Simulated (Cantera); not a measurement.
A closed system holds: 1 mol Ta, 2.6 mol N2O, a varied amount of N2, at 1575 °C and 0.280 Pa.

Equilibrium computed with Cantera from the NASA thermochemical tables; the gas is ideal and each condensed phase is pure. Candidate condensed phases: Ta, Ta2O5; 12 gas species. Rates play no part.

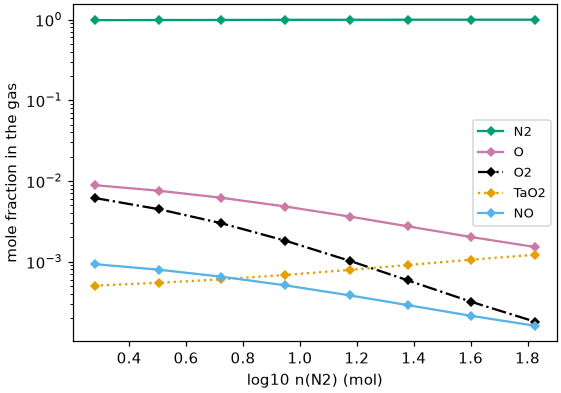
*Equilibrium gas composition (values under 1e-9 drawn at 1e-9)*

From 1.9 mol N2 to 67 mol N2 the condensed part is Ta2O5(s). The main Ta-bearing gas is TaO2 throughout. The share of Ta in condensed phases is highest at 1.9 mol N2 (99.8 %) and lowest at 67 mol N2 (91.5 %).
